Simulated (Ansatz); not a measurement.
A computed series for ZnO: response to strain

Start from ZnO in the wurtzite structure (space group P6_3mc, No. 186; a = 3.230 Å, c = 5.214 Å). Axes: x lies along a and z along c of the hexagonal cell.

Strains are applied to the cell and any free atomic positions relax.

Computed with PBEsol (Ansatz, a program for electronic structure, PAW, no SOC).

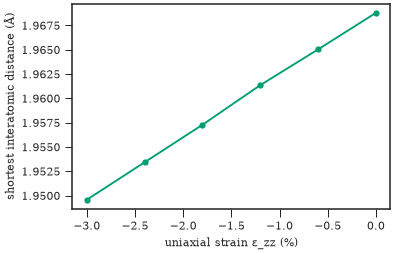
Fig. 1. Shortest interatomic distance against uniaxial strain ε_zz

Q: From the plot, what is the shortest interatomic distance for uniaxial strain ε_zz = −2.40 %?

A: About 1.953 Å.

Q: Is the trend monotonic over the range shown?

A: Yes, it rises throughout, spanning 195.0 pm to 196.9 pm.

Stability against distortions was not tested.
